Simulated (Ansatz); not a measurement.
Pressure series in Nb

Base system: Nb in the bcc (W type) structure (space group Im-3m, No. 229; a = 3.3027 Å).

Cell and atoms are relaxed at each pressure.

Method: r2SCAN (Ansatz, a program for electronic structure), no spin-orbit coupling.

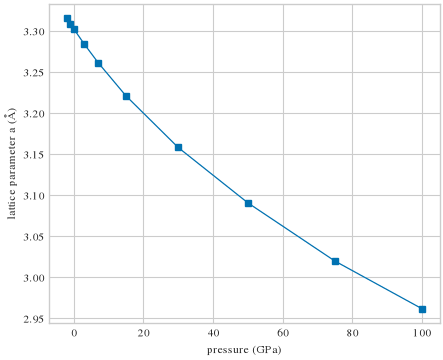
Fig. 1. Lattice parameter a against pressure

```csv
pressure (GPa),lattice parameter a
-2,3.316 Å
-1,3.309 Å
3,3.284 Å
7,3.262 Å
15,3.221 Å
30,3.158 Å
50,3.091 Å
75,3.020 Å
100,2.962 Å
```

Load acts through the strain it causes; cell and atoms are relaxed under it. Whether these cells are dynamically stable was not tested. Competing high-pressure phases were not computed. All final runs are without spin polarisation.
